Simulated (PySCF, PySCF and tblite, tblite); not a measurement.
# C₅H₇F₃O: conformers and averaged spectra, part 2 of 2

PySCF and tblite. Atoms count from 0. Earlier steps stand in the parts before.

### 6 Shieldings, conformer 2: PBE0/pcSseg-1

What the job is given:

```
{"job": {"xc": "PBE0", "basis": "pcSseg-1", "kind": "nmr", "pop": false}, "charge": 0, "multiplicity": 1}
F     -2.000647     0.336244     1.349171
C     -2.121356     0.497260    -0.005092
C     -0.752247     0.632377    -0.666313
F     -0.201638     1.851757    -0.353383
C      0.225433    -0.468430    -0.231617
F     -0.410869    -1.671482    -0.479381
C      0.874846    -0.400245     1.150171
C      2.187031    -0.404486     0.357228
O      1.457154    -0.425588    -0.884571
H     -2.639605    -0.383866    -0.392361
H     -2.707866     1.405963    -0.170152
H     -0.859543     0.601541    -1.757674
H      0.682501    -1.274000     1.764635
H      0.659433     0.510358     1.700143
H      2.805949    -1.296381     0.466787
H      2.793826     0.497920     0.436582
```

Output:

```text
coarse grid: 14120 points
cycle   1  E = -568.5851332836  dE =  1.323e+00  |g| = 9.388e-01  |ddm| = 3.433e+00
cycle   2  E = -568.3947935601  dE =  1.903e-01  |g| = 1.449e+00  |ddm| = 1.536e+00
cycle   3  E = -568.7308196382  dE = -3.360e-01  |g| = 8.733e-02  |ddm| = 1.002e+00
cycle   4  E = -568.7318547098  dE = -1.035e-03  |g| = 5.319e-02  |ddm| = 9.739e-02
cycle   5  E = -568.7323339848  dE = -4.793e-04  |g| = 1.217e-02  |ddm| = 4.213e-02
cycle   6  E = -568.7323557130  dE = -2.173e-05  |g| = 4.280e-03  |ddm| = 1.132e-02
cycle   7  E = -568.7323593267  dE = -3.614e-06  |g| = 4.859e-04  |ddm| = 3.125e-03
final grid: 139664 points
cycle   8  E = -568.8174123666  dE = -5.169e-05  |g| = 1.298e-02  |ddm| = 3.128e-02
cycle   9  E = -568.8173752367  dE =  3.713e-05  |g| = 1.979e-02  |ddm| = 2.030e-02
cycle  10  E = -568.8174436929  dE = -6.846e-05  |g| = 1.309e-03  |ddm| = 1.225e-02
cycle  11  E = -568.8174440360  dE = -3.431e-07  |g| = 3.676e-04  |ddm| = 1.252e-03
cycle  12  E = -568.8174440564  dE = -2.044e-08  |g| = 1.506e-04  |ddm| = 3.306e-04
cycle  13  E = -568.8174440596  dE = -3.165e-09  |g| = 2.750e-05  |ddm| = 1.030e-04
cycle  14  E = -568.8174440597  dE = -1.239e-10  |g| = 7.543e-06  |ddm| = 2.571e-05
converged SCF energy = -568.8174440597

GIAO shielding tensors (ppm)
atom      isotropic    diamagn.    paramagn.     s11        s22        s33       span
  0 F      440.233     475.276     -35.043    402.683    443.237    474.780     72.097
  1 C       99.742     240.761    -141.018     70.769     84.856    143.602     72.833
  2 C       92.203     244.314    -152.111     67.650     83.559    125.402     57.752
  3 F      399.092     474.978     -75.886    361.553    403.770    431.954     70.400
  4 C       62.832     243.070    -180.238     41.081     64.103     83.311     42.230
  5 F      287.867     476.872    -189.005    205.680    317.449    340.474    134.795
  6 C      154.134     251.121     -96.986    132.668    149.168    180.568     47.900
  7 C      118.368     247.984    -129.616     88.305     99.366    167.432     79.127
  8 O      229.951     399.025    -169.074    157.725    219.436    312.692    154.968
  9 H       26.699      28.010      -1.310     23.566     26.006     30.526      6.960
 10 H       26.550      26.800      -0.250     22.284     26.083     31.284      9.000
 11 H       27.295      29.534      -2.239     24.491     27.278     30.117      5.626
 12 H       28.880      30.173      -1.293     26.123     27.241     33.276      7.153
 13 H       28.362      30.806      -2.445     26.172     27.878     31.034      4.862
 14 H       26.884      28.396      -1.511     23.922     24.467     32.264      8.342
 15 H       27.033      28.978      -1.945     24.574     24.899     31.625      7.051
```

Run time: 23 s. Hardware: 1 thread of Arm Neoverse V2, shared host; peak memory 0.86 GiB.

This run: HOMO -8.29 eV, LUMO 1.56 eV; dipole 0.48 D.

### 7 Shieldings, conformer 3: PBE0/pcSseg-1

What the job is given:

```
{"job": {"xc": "PBE0", "basis": "pcSseg-1", "kind": "nmr", "pop": false}, "charge": 0, "multiplicity": 1}
F      3.314766    -0.298741    -0.521393
C      2.066668     0.252075    -0.604841
C      1.042122    -0.653966     0.071205
F      1.098072    -0.481043     1.434971
C     -0.395478    -0.344091    -0.370252
F     -0.410376    -0.348105    -1.753317
C     -1.113627     0.869590     0.224455
C     -2.122799    -0.174245     0.719740
O     -1.344255    -1.232908     0.132341
H      2.107638     1.225813    -0.106362
H      1.834218     0.365184    -1.667250
H      1.264704    -1.709235    -0.128010
H     -1.483222     1.564841    -0.523167
H     -0.560436     1.389071     1.000459
H     -3.119011    -0.122035     0.278287
H     -2.186581    -0.293260     1.801723
```

Output:

```text
coarse grid: 14120 points
cycle   1  E = -568.5802567993  dE =  1.327e+00  |g| = 9.461e-01  |ddm| = 3.426e+00
cycle   2  E = -568.3788619307  dE =  2.014e-01  |g| = 1.476e+00  |ddm| = 1.607e+00
cycle   3  E = -568.7282989323  dE = -3.494e-01  |g| = 8.708e-02  |ddm| = 1.057e+00
cycle   4  E = -568.7293454647  dE = -1.047e-03  |g| = 5.205e-02  |ddm| = 9.458e-02
cycle   5  E = -568.7298042627  dE = -4.588e-04  |g| = 1.253e-02  |ddm| = 4.133e-02
cycle   6  E = -568.7298275652  dE = -2.330e-05  |g| = 4.244e-03  |ddm| = 1.163e-02
cycle   7  E = -568.7298311187  dE = -3.553e-06  |g| = 5.051e-04  |ddm| = 3.086e-03
final grid: 139664 points
cycle   8  E = -568.8147662030  dE = -4.735e-05  |g| = 1.239e-02  |ddm| = 2.904e-02
cycle   9  E = -568.8147315637  dE =  3.464e-05  |g| = 1.898e-02  |ddm| = 1.962e-02
cycle  10  E = -568.8147950925  dE = -6.353e-05  |g| = 1.311e-03  |ddm| = 1.196e-02
cycle  11  E = -568.8147954421  dE = -3.496e-07  |g| = 3.235e-04  |ddm| = 1.253e-03
cycle  12  E = -568.8147954575  dE = -1.539e-08  |g| = 1.541e-04  |ddm| = 3.298e-04
cycle  13  E = -568.8147954608  dE = -3.324e-09  |g| = 2.811e-05  |ddm| = 1.053e-04
cycle  14  E = -568.8147954609  dE = -1.251e-10  |g| = 8.126e-06  |ddm| = 2.705e-05
converged SCF energy = -568.8147954609

GIAO shielding tensors (ppm)
atom      isotropic    diamagn.    paramagn.     s11        s22        s33       span
  0 F      433.484     467.280     -33.796    393.469    429.016    477.967     84.498
  1 C       99.802     245.725    -145.923     70.605     83.849    144.952     74.347
  2 C       89.145     243.248    -154.103     68.651     83.983    114.800     46.149
  3 F      393.134     475.069     -81.934    370.233    395.782    413.388     43.155
  4 C       64.340     244.644    -180.304     43.335     63.790     85.896     42.561
  5 F      285.500     476.823    -191.323    202.786    315.252    338.463    135.678
  6 C      156.513     251.890     -95.377    135.588    152.012    181.940     46.352
  7 C      119.853     247.621    -127.768     88.567    103.146    167.846     79.279
  8 O      230.324     399.189    -168.865    161.090    216.261    313.621    152.531
  9 H       26.858      29.148      -2.289     22.673     27.949     29.953      7.280
 10 H       26.709      29.246      -2.537     21.504     27.847     30.776      9.271
 11 H       26.735      28.928      -2.193     25.066     25.769     29.369      4.303
 12 H       29.103      30.431      -1.328     26.416     27.067     33.827      7.411
 13 H       28.690      31.155      -2.465     26.011     28.254     31.805      5.795
 14 H       26.946      28.344      -1.398     24.018     24.417     32.404      8.386
 15 H       27.049      28.947      -1.898     24.494     24.994     31.658      7.163
```

Wall time 24 s (1 thread of Arm Neoverse V2, shared host); peak memory 0.86 GiB.

Key values: HOMO -8.43 eV, LUMO 1.47 eV; dipole 3.10 D.

### 8 Shieldings, conformer 4: PBE0/pcSseg-1

What the job is given:

```
{"job": {"xc": "PBE0", "basis": "pcSseg-1", "kind": "nmr", "pop": false}, "charge": 0, "multiplicity": 1}
F     -2.920663     0.295350     1.012455
C     -2.157735    -0.291251     0.047321
C     -0.789683    -0.678925     0.616430
F     -0.379530    -1.844487     0.012306
C      0.294737     0.380840     0.377131
F     -0.198046     1.580067     0.842087
C      0.917529     0.495257    -1.017469
C      2.226361     0.184858    -0.280391
O      1.523135     0.082999     0.970563
H     -2.679921    -1.197616    -0.277953
H     -2.071838     0.420574    -0.779885
H     -0.869091    -0.878089     1.692358
H      0.846416     1.490651    -1.445625
H      0.587838    -0.259229    -1.725338
H      2.961855     0.990232    -0.257361
H      2.701037    -0.762286    -0.538924
```

Output:

```text
coarse grid: 14120 points
cycle   1  E = -568.5814470313  dE =  1.328e+00  |g| = 9.370e-01  |ddm| = 3.430e+00
cycle   2  E = -568.3933134290  dE =  1.881e-01  |g| = 1.441e+00  |ddm| = 1.517e+00
cycle   3  E = -568.7262891377  dE = -3.330e-01  |g| = 8.792e-02  |ddm| = 9.908e-01
cycle   4  E = -568.7273600454  dE = -1.071e-03  |g| = 5.232e-02  |ddm| = 9.475e-02
cycle   5  E = -568.7278261713  dE = -4.661e-04  |g| = 1.217e-02  |ddm| = 4.104e-02
cycle   6  E = -568.7278481822  dE = -2.201e-05  |g| = 4.237e-03  |ddm| = 1.132e-02
cycle   7  E = -568.7278517285  dE = -3.546e-06  |g| = 4.946e-04  |ddm| = 3.111e-03
final grid: 139664 points
cycle   8  E = -568.8125802324  dE = -4.848e-05  |g| = 1.270e-02  |ddm| = 3.190e-02
cycle   9  E = -568.8125429200  dE =  3.731e-05  |g| = 1.957e-02  |ddm| = 1.985e-02
cycle  10  E = -568.8126102994  dE = -6.738e-05  |g| = 1.239e-03  |ddm| = 1.220e-02
cycle  11  E = -568.8126106128  dE = -3.135e-07  |g| = 3.369e-04  |ddm| = 1.206e-03
cycle  12  E = -568.8126106297  dE = -1.683e-08  |g| = 1.540e-04  |ddm| = 3.334e-04
cycle  13  E = -568.8126106330  dE = -3.337e-09  |g| = 2.629e-05  |ddm| = 1.023e-04
cycle  14  E = -568.8126106331  dE = -1.110e-10  |g| = 7.431e-06  |ddm| = 2.503e-05
converged SCF energy = -568.8126106331

GIAO shielding tensors (ppm)
atom      isotropic    diamagn.    paramagn.     s11        s22        s33       span
  0 F      423.944     469.182     -45.237    383.730    411.821    476.283     92.553
  1 C      102.096     243.187    -141.091     68.551     84.709    153.029     84.478
  2 C       92.301     243.916    -151.615     71.612     80.231    125.059     53.447
  3 F      396.431     475.030     -78.599    351.218    403.465    434.611     83.393
  4 C       63.387     243.042    -179.655     42.413     65.466     82.282     39.869
  5 F      289.466     476.465    -186.998    206.149    316.814    345.435    139.286
  6 C      156.660     252.187     -95.527    136.201    152.028    181.751     45.550
  7 C      120.945     247.430    -126.485     89.523    105.571    167.743     78.220
  8 O      230.786     399.158    -168.372    158.085    218.791    315.484    157.399
  9 H       26.795      27.734      -0.940     22.423     28.107     29.854      7.431
 10 H       26.907      29.319      -2.412     23.609     27.816     29.295      5.686
 11 H       26.890      29.020      -2.130     24.710     26.822     29.140      4.429
 12 H       28.932      30.354      -1.422     26.238     26.834     33.725      7.487
 13 H       28.822      31.143      -2.321     26.270     28.086     32.109      5.838
 14 H       26.940      28.286      -1.346     24.034     24.422     32.366      8.332
 15 H       27.116      28.906      -1.790     24.559     24.972     31.818      7.260
```

Wall time 23 s (1 thread of Arm Neoverse V2, shared host); peak memory 0.85 GiB.

Key values: HOMO -8.33 eV, LUMO 1.40 eV; dipole 3.15 D.

### 9 Shieldings, conformer 5: PBE0/pcSseg-1

What the job is given:

```
{"job": {"xc": "PBE0", "basis": "pcSseg-1", "kind": "nmr", "pop": false}, "charge": 0, "multiplicity": 1}
F      1.811655    -0.928478     1.022011
C      1.833881    -0.363340    -0.224678
C      1.027972     0.935698    -0.230941
F      1.404311     1.646498    -1.341548
C     -0.489919     0.692541    -0.259419
F     -1.094861     1.902493    -0.517469
C     -1.142549    -0.024634     0.927114
C     -1.639188    -1.002946    -0.144495
O     -0.922690    -0.283849    -1.163696
H      2.877149    -0.146472    -0.471772
H      1.411863    -1.084128    -0.931439
H      1.271035     1.554747     0.643648
H     -1.910788     0.565845     1.417505
H     -0.451210    -0.435518     1.655332
H     -2.713719    -0.989848    -0.332616
H     -1.280543    -2.029663    -0.058948
```

Output:

```text
coarse grid: 14120 points
cycle   1  E = -568.5810978454  dE =  1.327e+00  |g| = 9.356e-01  |ddm| = 3.430e+00
cycle   2  E = -568.3950133912  dE =  1.861e-01  |g| = 1.439e+00  |ddm| = 1.535e+00
cycle   3  E = -568.7254406573  dE = -3.304e-01  |g| = 8.302e-02  |ddm| = 9.973e-01
cycle   4  E = -568.7264564228  dE = -1.016e-03  |g| = 4.574e-02  |ddm| = 8.539e-02
cycle   5  E = -568.7268358727  dE = -3.794e-04  |g| = 1.087e-02  |ddm| = 3.740e-02
cycle   6  E = -568.7268523766  dE = -1.650e-05  |g| = 4.261e-03  |ddm| = 1.027e-02
cycle   7  E = -568.7268557960  dE = -3.419e-06  |g| = 5.987e-04  |ddm| = 3.114e-03
final grid: 139664 points
cycle   8  E = -568.8120694262  dE = -4.910e-05  |g| = 1.235e-02  |ddm| = 2.936e-02
cycle   9  E = -568.8120357253  dE =  3.370e-05  |g| = 1.884e-02  |ddm| = 1.951e-02
cycle  10  E = -568.8120979806  dE = -6.226e-05  |g| = 1.169e-03  |ddm| = 1.181e-02
cycle  11  E = -568.8120982543  dE = -2.736e-07  |g| = 3.010e-04  |ddm| = 1.129e-03
cycle  12  E = -568.8120982682  dE = -1.393e-08  |g| = 1.439e-04  |ddm| = 2.992e-04
cycle  13  E = -568.8120982712  dE = -2.982e-09  |g| = 2.592e-05  |ddm| = 1.002e-04
cycle  14  E = -568.8120982713  dE = -9.868e-11  |g| = 8.165e-06  |ddm| = 2.384e-05
converged SCF energy = -568.8120982713

GIAO shielding tensors (ppm)
atom      isotropic    diamagn.    paramagn.     s11        s22        s33       span
  0 F      433.990     474.362     -40.372    394.112    430.954    476.905     82.793
  1 C      102.442     242.919    -140.476     69.703     79.481    158.143     88.439
  2 C       94.242     245.220    -150.978     73.721     78.563    130.442     56.722
  3 F      414.533     469.581     -55.048    388.298    408.369    446.932     58.634
  4 C       64.944     242.882    -177.938     42.757     63.914     88.163     45.406
  5 F      288.135     474.111    -185.976    199.177    304.616    360.612    161.435
  6 C      153.711     253.645     -99.934    132.360    147.564    181.208     48.848
  7 C      119.962     247.132    -127.170     89.569    101.748    168.568     78.999
  8 O      240.887     398.429    -157.542    162.365    242.946    317.351    154.986
  9 H       26.646      27.078      -0.432     22.444     27.194     30.300      7.857
 10 H       26.363      29.047      -2.683     23.800     26.588     28.702      4.902
 11 H       26.988      29.661      -2.673     24.576     27.555     28.834      4.259
 12 H       28.983      30.170      -1.187     25.987     27.003     33.959      7.973
 13 H       28.781      31.212      -2.431     25.230     29.473     31.639      6.409
 14 H       26.840      28.347      -1.506     24.098     24.171     32.252      8.154
 15 H       27.186      29.499      -2.313     24.449     25.337     31.771      7.321
```

It took 25 s on 1 thread of Arm Neoverse V2, shared host; peak memory 0.85 GiB.

Key values: HOMO -8.41 eV, LUMO 1.11 eV; dipole 2.71 D.

### 10 The ensemble: properties at PBE0/pcSseg-1

What the job is given:

```
{"job": {"study": "conf", "smiles": "FC[C@@H](F)[C@]1(F)CCO1", "search": {"seed": 6520, "n_embed": 90, "ff_keep": 18, "window": 3.0, "nmax": 10, "temps": [180, 230, 298.15, 330, 400], "t_ref": 298.15, "order": 0.002}, "level": {"nmr": {"xc": "PBE0", "basis": "pcSseg-1"}}, "kind": "conf"}, "charge": 0, "multiplicity": 1}
F     -2.000647     0.336244     1.349171
C     -2.121356     0.497260    -0.005092
C     -0.752247     0.632377    -0.666313
F     -0.201638     1.851757    -0.353383
C      0.225433    -0.468430    -0.231617
F     -0.410869    -1.671482    -0.479381
C      0.874846    -0.400245     1.150171
C      2.187031    -0.404486     0.357228
O      1.457154    -0.425588    -0.884571
H     -2.639605    -0.383866    -0.392361
H     -2.707866     1.405963    -0.170152
H     -0.859543     0.601541    -1.757674
H      0.682501    -1.274000     1.764635
H      0.659433     0.510358     1.700143
H      2.805949    -1.296381     0.466787
H      2.793826     0.497920     0.436582
```

Output:

```text
conformer  sym    E(xTB)   E(DFT)   G(298.15 K)  weight  dipole/D
    1     C1      0.000    1.924    1.674   0.0521    3.115
    2     C1      0.115    0.000    0.000   0.8785    0.479
    3     C1      0.610    1.744    1.609   0.0581    3.104
    4     C1      1.218    3.100    2.809   0.0077    3.153
    5     C1      1.476    3.202    3.248   0.0037    2.712

mean shielding (ppm) by class
class atoms           180 K      230 K   298.15 K      330 K      400 K
  0 F  0            440.082    439.785    439.154     438.81    438.039
  1 C  1             99.755     99.784     99.853     99.894     99.993
  2 C  2             92.131     91.996     91.738      91.61      91.35
  3 F  3            399.021    398.904    398.707    398.623    398.482
  4 C  4             62.862     62.917      63.03     63.088     63.215
  5 F  5            287.902    287.984    288.165    288.264    288.483
  6 C  6            154.158    154.198    154.276    154.316    154.402
  7 C  7            118.401    118.465    118.599    118.671    118.831
  8 O  8            229.996    230.091    230.301    230.421    230.698
  9 H  9               26.7     26.701     26.703     26.704     26.705
 10 H  10            26.553     26.558     26.569     26.575     26.587
 11 H  11            27.285     27.267      27.23     27.211      27.17
 12 H  12            28.882     28.886     28.893     28.897     28.905
 13 H  13            28.367     28.378     28.401     28.414     28.441
 14 H  14            26.885     26.887      26.89     26.891     26.895
 15 H  15            27.034     27.035     27.039     27.042     27.047
```

Wall time 2.1 min (1 thread of Arm Neoverse V2, shared host). This counts the runs that the step sums up.

The search (ETKDG and KDG, MMFF94s, GFN2-xTB) embedded 90 structures, kept 9 distinct ones after the force field and 6 after xTB; 5 were carried on (window 3.0 kcal/mol at the search's own energies). Energies: PBE0/pcSseg-1 with D3(BJ).

Conformer by conformer (298 K):

| no. | group | mirror pair | ΔE xTB | ΔE DFT | ΔG | weight (%) | μ (D) | F0–C1–C2–F3 (°) | F3–C2–C4–F5 (°) | A, B, C (GHz) |
| --- | --- | --- | --- | --- | --- | --- | --- | --- | --- | --- |
| 1 | C1 | no | 0.00 | 1.92 | 1.67 | 5.2 | 3.12 | 83 | 76 | 2.79, 1.07, 1.00 |
| 2 | C1 | no | 0.12 | 0.00 | 0.00 | 87.8 | 0.48 | -72 | 176 | 2.47, 1.34, 1.20 |
| 3 | C1 | no | 0.61 | 1.74 | 1.61 | 5.8 | 3.10 | 79 | 172 | 3.03, 1.10, 0.95 |
| 4 | C1 | no | 1.22 | 3.10 | 2.81 | 0.8 | 3.15 | 146 | 173 | 2.76, 1.21, 1.00 |
| 5 | C1 | no | 1.48 | 3.20 | 3.25 | 0.4 | 2.71 | 162 | -49 | 2.00, 1.58, 1.09 |

Energies in kcal/mol. ΔG holds xTB vibrations and rotation, symmetry numbers and mirror pairs.

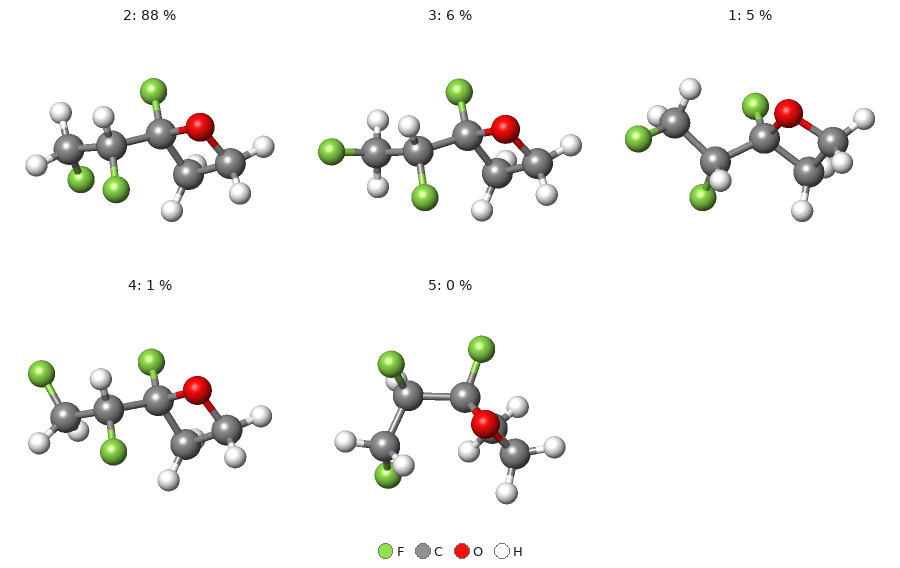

The conformers with their weights.

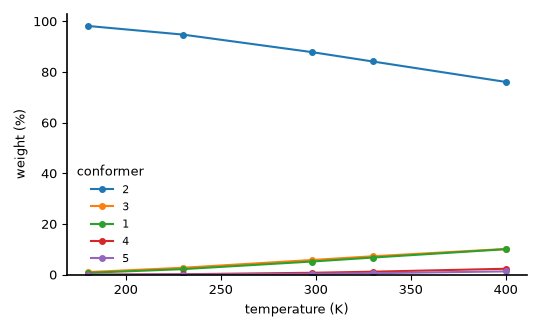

Weights against temperature.

Other ways of weighting, at the same temperature:

| scheme | 2 | 3 | 1 | 4 | 5 | mean μ (D) |
| --- | --- | --- | --- | --- | --- | --- |
| DFT free energy | 88 | 6 | 5 | 1 | 0 | 0.80 |
| DFT energy, symmetry counted | 91 | 5 | 4 | 0 | 0 | 0.72 |
| DFT energy alone | 91 | 5 | 4 | 0 | 0 | 0.72 |
| xTB energy, symmetry counted | 34 | 15 | 42 | 5 | 3 | 2.19 |
| xTB free energy | 27 | 15 | 49 | 7 | 2 | 2.40 |
| lowest conformer only | 100 | 0 | 0 | 0 | 0 | 0.48 |
| equal weights | 20 | 20 | 20 | 20 | 20 | 2.51 |
| conformers found from three starts alone | 0 | 53 | 47 | 0 | 0 | 3.11 |

Shifts against references run at the same level (17O H2O 336.1, 19F CFCl3 170.9, 1H TMS 31.72, 13C TMS 186.9 ppm of shielding), by class of atoms, at 298 K:

| atoms | environment | no. 2 | no. 3 | no. 1 | average |
| --- | --- | --- | --- | --- | --- |
| C4 | fully substituted sp3 carbon bonded to F and O | 124.1 | 122.6 | 122.2 | 123.9 |
| C2 | sp3 CH bonded to F | 94.7 | 97.8 | 100.4 | 95.2 |
| C1 | sp3 CH2 bonded to F | 87.2 | 87.1 | 85.7 | 87.1 |
| C7 | sp3 CH2 bonded to O | 68.6 | 67.1 | 66.3 | 68.3 |
| C6 | sp3 CH2 in a ring | 32.8 | 30.4 | 33.1 | 32.6 |
| H10 | hydrogen on an sp3 CH2 bonded to F | 5.17 | 5.01 | 5.02 | 5.15 |
| H9 | hydrogen on an sp3 CH2 bonded to F | 5.02 | 4.86 | 5.14 | 5.01 |
| H14 | hydrogen on an sp3 CH2 bonded to O | 4.83 | 4.77 | 4.80 | 4.83 |
| H15 | hydrogen on an sp3 CH2 bonded to O | 4.68 | 4.67 | 4.60 | 4.68 |
| H11 | hydrogen on an sp3 CH bonded to F | 4.42 | 4.98 | 4.97 | 4.49 |
| H13 | hydrogen on an sp3 CH2 in a ring | 3.36 | 3.03 | 3.06 | 3.32 |
| H12 | hydrogen on an sp3 CH2 in a ring | 2.84 | 2.61 | 2.84 | 2.82 |
| F5 | fluorine on an sp3 carbon | -116.9 | -114.6 | -125.0 | -117.2 |
| F3 | fluorine on an sp3 carbon | -228.1 | -222.2 | -226.7 | -227.8 |
| F0 | fluorine on an sp3 carbon | -269.3 | -262.5 | -258.9 | -268.2 |
| O8 | ether oxygen | 106.1 | 105.8 | 100.7 | 105.8 |

Effective distances for nuclear Overhauser effects, ⟨r⁻⁶⟩^(−1/6) over all pairs of two classes (Å): H12···H13 1.79; H14···H15 1.79; H9···H10 1.80; H13···H15 2.48; H9···H11 2.49; H12···H14 2.49; H10···H11 2.58; H12···H15 3.06.

### 11 Results

This closing draws on all 2 parts.

| quantity | value |
| --- | --- |
| conformers | 5; the first in weight is no. 2 (C1), 88 % at 298 K |
| root-mean-square dipole | 1.17 D |
| averaged 13C shifts (PBE0/pcSseg-1) | 123.9, 95.2, 87.1, 68.3, 32.6 ppm |
| averaged 1H shifts (PBE0/pcSseg-1) | 5.15, 5.01, 4.83, 4.68, 4.49, 3.32, 2.82 ppm |
| averaged 19F shifts (PBE0/pcSseg-1) | -117.2, -227.8, -268.2 ppm |

In words: Conformer 2 leads with 88 % at 298 K, and its share goes from 98 % at 180 K to 76 % at 400 K. xTB puts no. 1 lowest, DFT no. 2. Among conformers over 5 %, C2 differs by 5.7 ppm, while the average moves by 0.8 ppm from 180 to 400 K.
